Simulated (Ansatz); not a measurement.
## Electronic structure of GeH5NSe (SMILES [NH2][GeH2][SeH]) in real space

Input file:

```
crystal:
  periodic: [false, false, false]
  atoms:
    - {symbol: Ge, position_ang: [-0.126454, -0.589501, 1.281755]}
    - {symbol: "N", position_ang: [-1.697052, -0.760188, 2.198820]}
    - {symbol: Se, position_ang: [-0.776522, -0.146350, -0.940086]}
    - {symbol: H, position_ang: [-2.263206, 0.080862, 2.261809]}
    - {symbol: H, position_ang: [-1.624933, -1.197340, 3.113308]}
    - {symbol: H, position_ang: [0.811214, 0.565266, 1.708673]}
    - {symbol: H, position_ang: [0.594364, -1.941146, 1.427340]}
    - {symbol: H, position_ang: [0.319020, 0.814214, -1.139504]}
basis:
  gaussian: {orbitals: def2-TZVPD}
total_charge: 0
hamiltonian: {xc: pbe0}
output: {forces: true, orbitals: {seedname: orbitals}}
```

Command:

```sh
ansatz run input.yaml --threads 2 --pin off --max-ram 4350MiB --events-out events.jsonl --progress --plain --runs-dir runs
```

Geometry: PBE0-D3(BJ)/def2-SVP.

The calculation used isolated molecule in a Gaussian basis; Kohn-Sham density functional theory, functional PBE0 in Ansatz.

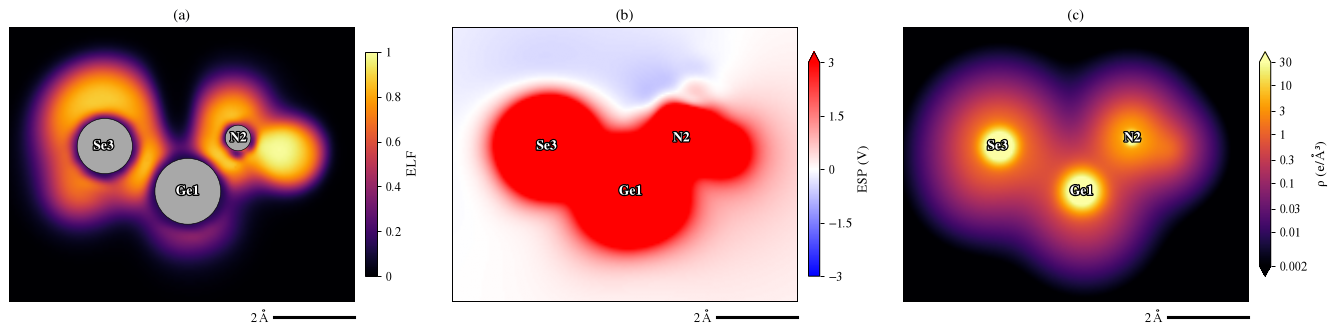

Figure 1. (a) ELF; (b) electrostatic potential; (c) electron density on the plane of atoms N2, Ge1 and Se3. Grey discs cover the atomic cores in the ELF map.

### Interpret the plot.

The plane passes through Ge, N and Se nuclei. Ge–N (1.83 Å): the density is about 0.99 e/Å³ at the midpoint; the ELF peaks at about 0.90 in the valence shell of N, 0.6 Å from its nucleus, and is about 0.45 at the midpoint. Ge–Se (2.36 Å): ρ is about 0.66 e/Å³ halfway; the ELF peaks at about 0.85 in the valence shell of Se, 1.1 Å from its nucleus, and is about 0.85 at the midpoint. The ELF also peaks beside Se3, away from the bonds: lone-pair regions. Outside the dense part of the molecule the potential is most negative (−0.7 V) near N2.

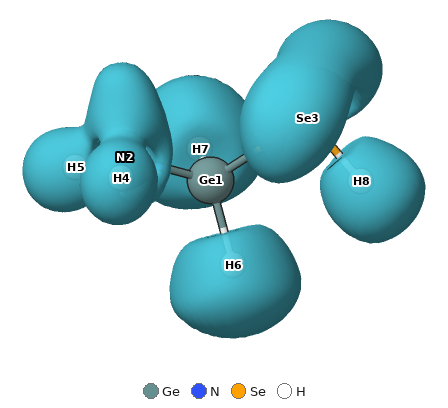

Figure 2. Isosurface of the ELF at 0.75 (cyan), seen from one side. Core shells and regions of very low density are left out.

### Describe the localisation domains.

The ELF exceeds this value in three regions around hydrogen nuclei, one region on Se in which the atom's valence shell and bonds are merged and one joined region spread over several atoms (H, N), in which their bonds and any lone pairs are merged.

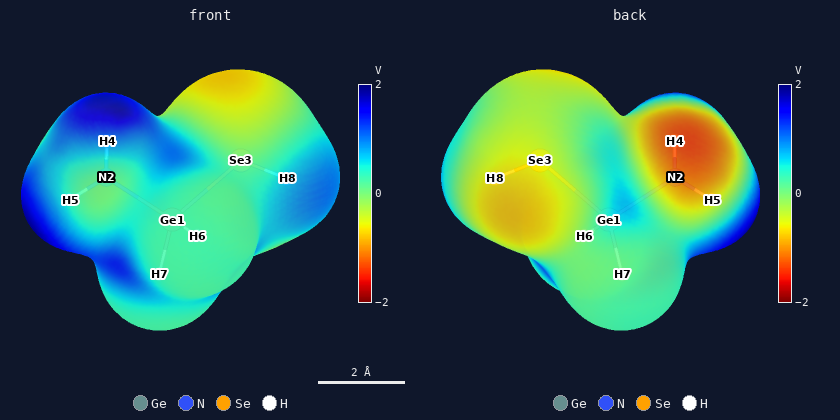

Figure 3. The molecular electrostatic potential painted on the density surface at 0.002 e/bohr³, seen from the front and from behind; red is negative and blue positive.

### Which sites attract a positive test charge, and which a negative one?

A positive charge is drawn to the negative regions and a negative charge to the positive ones. The most negative region (about −1.3 V, or −30 kcal/mol for a unit charge) lies over N2, the most positive (about +1.8 V, or +42 kcal/mol for a unit charge) over H4 and H5. N2 is the likeliest acceptor of a hydrogen bond.

### What dipole moment does the calculation give?

Its dipole moment is 2.06 D.

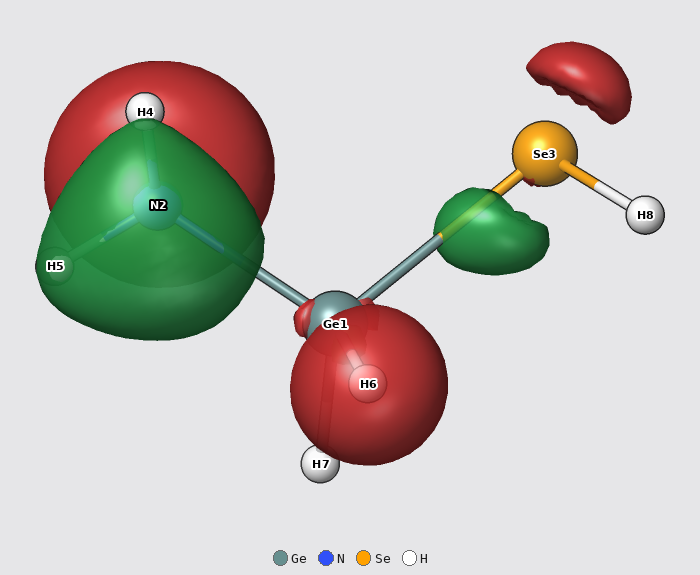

Figure 4. The HOMO−1 at ±0.15 Å⁻³ᐟ² (green and red are the two phases), seen across its widest extent.

### Where does this orbital lie, and at what energy?

By Hirshfeld shares it lies mainly on N2 (about 60 %), Ge1 (about 10 %), Se3 (about 10 %) and H6 (about 10 %). Its energy is −7.56 eV.
